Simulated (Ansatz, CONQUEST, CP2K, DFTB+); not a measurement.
**(4,4) carbon nanotube in a second wall (156 atoms) in other programs, against a plane-wave reference**

Aim: run (4,4) carbon nanotube in a second wall (156 atoms) in several programs and set results and cost side by side. A plane-wave run serves as the reference.

Main program and level: Ansatz 0.2.0; Kohn-Sham DFT, PBE, PAW, plane waves.

**1. The starting structure**

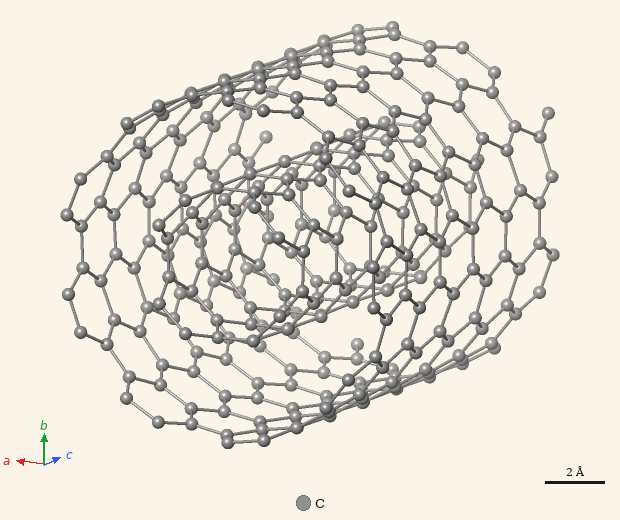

The starting structure, seen at a slant to the c axis (carbon grey). 1×1×2 cells are drawn. Some periodic images of atoms are drawn too.

The cell holds 156 atoms: 156 C. Cell: a = 22.124 Å, b = 22.186 Å, c = 7.281 Å, α = 90.0°, β = 90.0°, γ = 90.0°. It derives from C (graphene). Graphene sheet (a = 2.46 Å) rolled into a (4,4) tube of diameter 5.43 Å inside an (9, 9) tube, 3 periods, 10 Å of vacuum; minimised with a classical potential (one cell length free). Then every atom was moved at random, 0.02 Å r.m.s. a Cartesian component. Regions: inner wall, 48 atoms (48 C); outer wall, 108 atoms (108 C). Vacuum lies along a and b. The structure's axis is c.

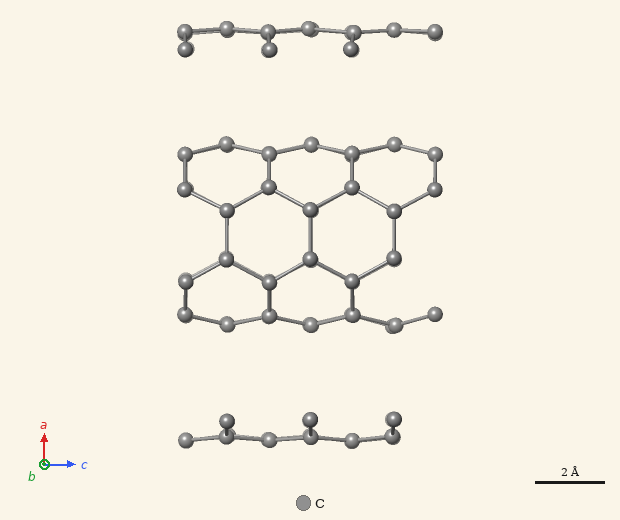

A slice 6 Å thick through the middle of the cell.

**2. Reference: Ansatz, plane waves**

The PAW files are the set soft_2.

File input.yaml:

```yaml
crystal:
  lattice:
    - [22.12389, 0.0, 0.0]
    - [0.0, 22.18577, 0.0]
    - [0.0, 0.0, 7.28078]
  atoms:
    - { symbol: C, position: [0.61977, 0.5295, 0.16997] }
    - { symbol: C, position: [0.60597, 0.56165, 0.00524] }
    - { symbol: C, position: [0.55954, 0.60554, 0.00365] }
    - { symbol: C, position: [0.53216, 0.61761, 0.17274] }
    [... 146 atom lines left out ...]
    - { symbol: C, position: [0.66266, 0.28298, 0.6783] }
    - { symbol: C, position: [0.68556, 0.30143, 0.84093] }
    - { symbol: C, position: [0.7264, 0.35055, 0.8407] }
    - { symbol: C, position: [0.74472, 0.37795, 0.0119] }
    - { symbol: C, position: [0.76496, 0.43649, 0.00481] }
    - { symbol: C, position: [0.7696, 0.46905, 0.8398] }
kpoints:
  mp_grid: { grid: [1, 1, 1] }
hamiltonian:
  xc: pbe
scf:
  occupations: { method: fermi_dirac, width: 0.05 }
output:
  forces: true
  eigenvalues: true
  populations: true
```

Launch:

```
$ ansatz run input.yaml --threads 4 --pin off --max-ram 8192MiB --backend cpu --events-out ev --progress --plain --runs-dir out
```

Numbers of over 12 decimals in the logs are rounded to 6 here.

Log:

```text
[...]
Pseudopotentials: kind: paw
Pseudopotential: C, paw, valence charge 4, recommended cutoff 420 eV (normal), C.paw.azcp
[... 5 lines on functional and potentials left out ...]
Crystal: 156 atoms, lattice volume = 3573.666 Å³
Basis set: ecut = 420 eV, 69791 PW (Γ), exchange–correlation on 300×300×100 points (8 copies of the dense FFT grid, shifted against one another)
Bands: 468, of which v1, the nominal top of the filled ones, is band 312 counted from 1 (311 counted from 0)
Symmetry: 1 space group operations
Space group: P1 (ITA 1), of the structure as read, at distance tolerance 1.5e-4 Å
k-points: 1
[... 3 lines on functional and potentials left out ...]
Initial density: superposition of atomic densities (neutral atoms: chi_scale 0, normalization atom), corrected by the library's trained network
Initial wavefunctions: pseudopotential atomic-orbital guess
[...]
SCF iter   1: F=—  HF=-39109.357726 eV  |F-HF|=—  |Δ(HF+E_count)|=         —  Δρ=4.10e-3  dr2=2.58e0  ethr=1.77e-3  ⟨swp⟩=8.0  Hψ=2425  notcnv=0  defer=131
preconditioner: auto → LDOS  [metal: Δε(μ)=0.089 eV  Ē_g=14.981 eV  σ=0.050 eV  W_gap=0.42  n_scr=524 (ndim 8)  ℏωp=15.5 eV  f_vac=0.612  D(μ)=26.70/eV (n_scr^D=90)  β→1.0]
[...]
SCF iter  11: F=—  HF=-39109.166883 eV  |F-HF|=—  |Δ(HF+E_count)|=   5.34e-7  Δρ=8.06e-7  dr2=1.34e-7  ethr=1.60e-11  ⟨swp⟩=29.0  Hψ=4427  notcnv=0
SCF iter  12: F=-39109.166883 eV  HF=-39109.166883 eV  |F-HF|=1.23e-8  |Δ(HF+E_count)|=   2.00e-7  Δρ=4.28e-7  dr2=3.83e-8  ethr=1.60e-11  ⟨swp⟩=11.0  Hψ=1711  notcnv=0
SCF 1 converged in 12 iterations: F = -39109.166883 eV  dr2 = 3.83e-8
[...]
SCF converged after 12 iterations
Free energy (F): -39109.166883 eV
Harris-Foulkes:  -39109.166883 eV  (|F-HF|=1.23e-8)
Internal energy: -39108.887485 eV  (E = F + TS)
E sigma→0 (E₀):  -39109.027184 eV
Entropy (-TS):   -0.279398 eV (-1.791 meV/atom)
Fermi energy:    0.217892 eV
--- Per-component energies (eV) ---
[...]
Σ components = -39109.166883   (vs F -39109.166883, Δ=0.00e0)
--- Forces (eV/Å), atoms counted from 1 ---
  atom   1  C     -0.75030977     2.71728979     1.30774999
  atom   2  C      0.08475463     0.40896379     1.05319798
  atom   3  C      2.26693611    -0.56497829     1.70323841
  atom   4  C     -1.82765472     0.46573587     0.25992493
[...]
atom 156  C      0.37558734    -2.59301277    -0.28272861
  max |Σ_I F_I| component: 4.26e-5 eV/Å
--- Band table (eV) ---
  k-point 0: bands = ["-20.4475", "-20.0163", "-19.9877", "-19.8502", [... 452 levels ...], "7.9422", "7.9543", "8.0088", "8.0167", "8.0397", "8.0734", "8.0791", "8.0827", "8.1206", "8.1293", "8.1313", "8.1381"]
--- Löwdin populations: 156 sites ---
  site symbol       q [e]
     0      C      3.9722
     1      C      3.9678
     2      C      3.9573
[...]
155      C      3.9578
  spilling = 0.009817 (of n_electrons = 624.000000)
```

Wall time 30 s (4 threads of AMD EPYC 9R45, shared host); peak memory 4.4 GiB; 1.9 min of CPU time.

The run gave:

| Quantity | Value |
| --- | --- |
| free energy | -39109.1669 eV |
| free energy per atom | -250.6998 eV/atom |
| SCF cycles | 12 |
| r.m.s. force component | 1.314 eV/Å |
| longest force | 4.941 eV/Å |
| Fermi energy | 0.2179 eV |
| levels partly filled by over 2 per cent | 5 |
| spilling of the projection | 0.009817 |

Length of the force by element:

| element | coordination | atoms | mean length of the force (eV/Å) | spread | least | most |
| --- | --- | --- | --- | --- | --- | --- |
| C | all | 156 | 2.08 | 0.934 | 0.278 | 4.94 |

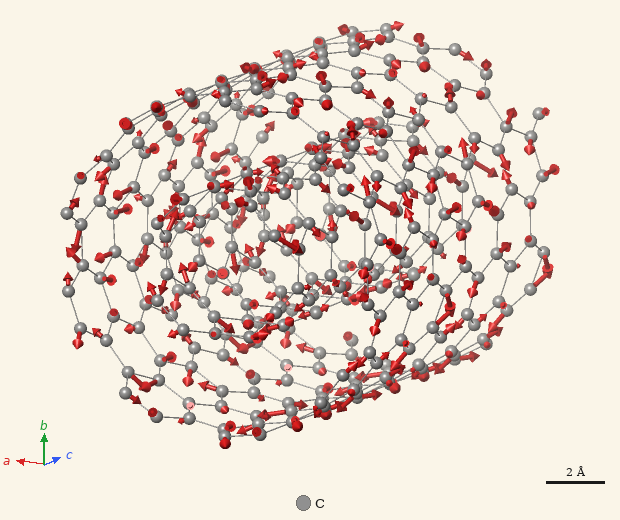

Forces as arrows; the longest in the cell is 4.94 eV/Å. 1×1×2 cells are drawn. Some periodic images of atoms are drawn too.

The mean of these charges, 0.039 e, is only the charge that the projection spills.

Löwdin charges by element (they lack the spilled electrons, 0.039 e an atom on average):

| element | coordination | atoms | mean charge (e) | spread | least | most |
| --- | --- | --- | --- | --- | --- | --- |
| C | all | 156 | 0.0393 | 0.004 | 0.0276 | 0.0471 |

By region:

| region | atoms | mean length of the force (eV/Å) |
| --- | --- | --- |
| inner wall | 48 | 1.95 |
| outer wall | 108 | 2.13 |

The levels nearest the highest filled one (over half full), pooled over k-points and spins:

| level less the highest filled one (eV) | occupation |
| --- | --- |
| -0.93 | 2 |
| -0.888 | 2 |
| -0.813 | 2 |
| -0.639 | 2 |
| -0.0271 | 1.40 |
| 0 | 1.15 |
| 0.0395 | 0.759 |
| 0.06 | 0.578 |
| 0.156 | 0.112 |
| 0.310 | 0.005 |
| 0.745 | 0 |
| 0.773 | 0 |

**3. Structure statistics**

Normalised to the volume that the atoms fill. Pair distribution function in bins of 0.2 Å:

| r (Å) | total |
| --- | --- |
| 1.30 | 2.77 |
| 1.50 | 2.83 |
| 1.70 | 0.00 |
| 1.90 | 0.00 |
| 2.10 | 0.00 |
| 2.30 | 0.95 |
| 2.50 | 2.80 |
| 2.70 | 0.86 |
| 2.90 | 0.55 |
| 3.10 | 0.00 |
| 3.30 | 0.22 |
| 3.50 | 0.74 |
| 3.70 | 1.88 |
| 3.90 | 0.42 |
| 4.10 | 1.34 |
| 4.30 | 0.79 |
| 4.50 | 0.64 |
| 4.70 | 0.61 |
| 4.90 | 1.25 |
| 5.10 | 0.99 |
| 5.30 | 0.46 |
| 5.50 | 0.65 |
| 5.70 | 0.43 |
| 5.90 | 0.71 |
| 6.10 | 0.99 |
| 6.30 | 0.71 |
| 6.50 | 0.61 |
| 6.70 | 0.32 |

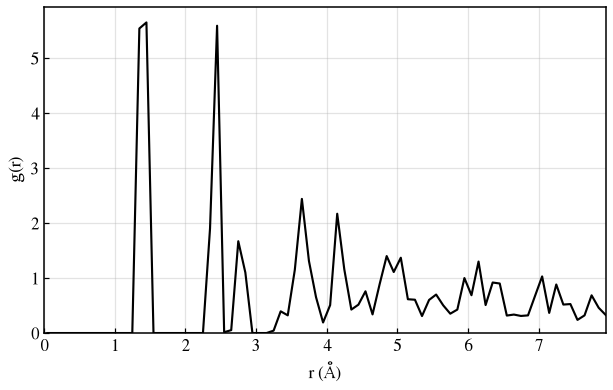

Pair distribution functions.

Bonds by pair of elements; cutoffs follow the first minimum of g(r), held within bounds set by covalent radii, and pairs that aren't listed don't count as bonded:

| pair A-B | cutoff (Å) | bonds | mean length (Å) | spread (Å) | shortest (Å) | B about A | A about B |
| --- | --- | --- | --- | --- | --- | --- | --- |
| C-C | 1.82 | 234 | 1.40 | 0.029 | 1.34 | 3 | 3 |

How many atoms have how many bonded neighbours:

| element | mean | 3 |
| --- | --- | --- |
| C | 3 | 156 |

**4. What was run beside it**

The programs:
- CONQUEST 1.3: pseudo-atomic orbitals (double zeta with polarisation, or contracted to multi-site or on-site support functions) with norm-conserving potentials on an integration grid.
- CP2K 2026.2: Gaussian basis with GTH pseudopotentials and a plane-wave density; labels give functional, basis (MOLOPT sets; SR short-range, UZH the newer set with its own potentials), grid cutoff/relative cutoff and solver (OT: orbital transformation; TRS4, TC2, SIGN: linear-scaling purification with its sparsity filter), or its built-in tight binding.
- DFTB+ 25.1: tight binding, with Slater–Koster sets (DFTB) or xTB through its tblite library.

All use the same cell and atoms; the electronic-structure runs use the same k-mesh, and an electronic temperature of 580 K (0.05 eV) where levels are smeared.

Differences are against the plane-wave reference, forces as r.m.s. over components; share is that over the reference's r.m.s. force, slope the least-squares factor from reference forces to these. Total energies of different programs have different zeros and aren't compared.

| run | Δ force, r.m.s. (meV/Å) | share (%) | slope | cores | CPU time | memory (GiB) |
| --- | --- | --- | --- | --- | --- | --- |
| reference | - | - | - | 4 | 1.9 min | 4.4 |
| CONQUEST PBE, grid 80 Ha | 158 | 12.0 | 1.098 | 4 | 30 min | 10 |
| CP2K PBE, DZVP-MOLOPT-SR, 157/50 Ry, diagonalisation (coarse) | 39.3 | 2.99 | 1.010 | 4 | 6 min | 2.8 |
| CP2K PBE, DZVP-MOLOPT-SR, 450/50 Ry, diagonalisation | 27.7 | 2.11 | 1.017 | 2 | 7.5 min | 5.7 |
| CP2K PBE, SZV-MOLOPT-SR, 450/50 Ry, diagonalisation (coarse) | 378 | 28.8 | 1.267 | 2 | 6 min | 5.4 |
| DFTB+ DFTB 3ob-3-1 | 376 | 28.6 | 1.235 | 1 | 1.7 s | 0.18 |
| DFTB+ DFTB mio-1-1 | 538 | 41.0 | 1.353 | 1 | 1.4 s | 0.18 |
| DFTB+ IPEA1-xTB | 366 | 27.8 | 1.188 | 1 | 12 s | 0.59 |

Rows marked coarse were listed beforehand as settings not expected to be converged; some can still land near the reference.

CPU time is summed over cores on a shared host, where runs went side by side, so it is rough. Symmetry, cutoffs, thresholds, outputs and thread counts weren't matched or tuned between programs; memory under MPI is the largest rank's times the ranks.

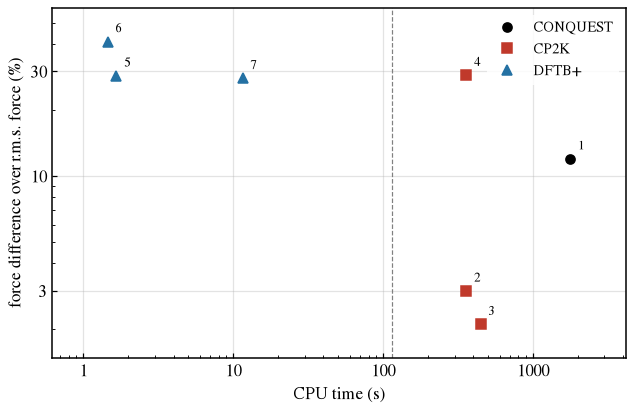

Force difference against CPU time; the dashed line marks the reference's time. Points: 1 CONQUEST PBE, grid 80 Ha; 2 CP2K PBE, DZVP-MOLOPT-SR, 157/50 Ry, diagonalisation; 3 CP2K PBE, DZVP-MOLOPT-SR, 450/50 Ry, diagonalisation; 4 CP2K PBE, SZV-MOLOPT-SR, 450/50 Ry, diagonalisation; 5 DFTB+ DFTB 3ob-3-1; 6 DFTB+ DFTB mio-1-1; 7 DFTB+ IPEA1-xTB.

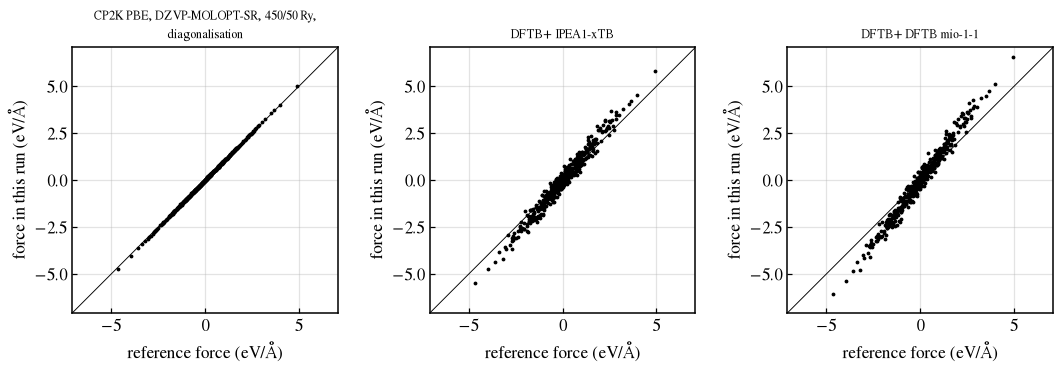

Force components against those of the reference; the line marks equality.

Within one program, basis, potentials and functional, energies share a zero. Each run against its twin at the usual cutoff or grid and solver:

| run | twin | Δ energy (meV/atom) | Δ force, r.m.s. (meV/Å) | CPU time over the twin's |
| --- | --- | --- | --- | --- |
| CP2K PBE, DZVP-MOLOPT-SR, 157/50 Ry, diagonalisation | DZVP-MOLOPT-SR, 450/50 Ry, diagonalisation | -0.123 | 35.7 | 0.79 (this twin ran on 2 cores) |

**5. What came out**

| Quantity | Value |
| --- | --- |
| reference r.m.s. force component | 1.31 eV/Å |
| nearest in forces | CP2K PBE, DZVP-MOLOPT-SR, 450/50 Ry, diagonalisation, 2.1 % |
| farthest in forces | DFTB+ DFTB mio-1-1, 41 % |
| cheapest electronic-structure run beside the reference | DFTB+ DFTB mio-1-1, 1.4 s of CPU time |

What this shows: The PBE runs in local orbitals, coarse settings apart, differ by 2.1 % (CP2K PBE, DZVP-MOLOPT-SR, 450/50 Ry, diagonalisation) to 12 % (CONQUEST PBE, grid 80 Ha); basis, grid and potentials can all enter. Tight binding differs by 28 % (DFTB+ IPEA1-xTB) to 41 % (DFTB+ DFTB mio-1-1); it is another model, with fitted parameters of its own, and the xTB methods hold dispersion. IPEA1-xTB was fitted to ionisation energies and electron affinities, not to forces or charges. Runs with settings chosen to be coarse differ by 3.0 % (CP2K PBE, DZVP-MOLOPT-SR, 157/50 Ry, diagonalisation) to 29 % (CP2K PBE, SZV-MOLOPT-SR, 450/50 Ry, diagonalisation), their programs' other errors included. Of the electronic-structure runs that take under half the reference's CPU time, DFTB+ IPEA1-xTB is among the nearest, at 28 % in 12 s against 1.9 min. CP2K PBE, SZV-MOLOPT-SR, 450/50 Ry, diagonalisation stiffens the forces by a factor of 1.27 while following their directions (correlation 0.996); the slopes of the 3 CP2K runs lie between 1.01 and 1.27. In the reference: no gap is quoted, since levels at the Fermi energy are partly filled. In the reference: Löwdin charges run from +0.03 to +0.05 e, about a mean that is the spilled charge alone. Periodic xTB results under one method name differ between programs and library versions (DFTB+ here holds tblite 0.3). The electronic-structure runs sample only Γ, in a cell whose periodic width is 7 Å, which is coarse for a cell with partly filled levels.

[Also dropped from logs without a mark: logging warnings of Python, and SIESTA's first energy breakdown and zero terms.]

[Logs are printed without paths, hosts, clocks, repeated set-up lines and the standing remarks that a program may print on its own settings, such as how far it seeks lower states.]

[Hosts, paths, dates, database ids (printed as entryN), source tags and the programs' standing remarks are cut or masked in the printed files.]
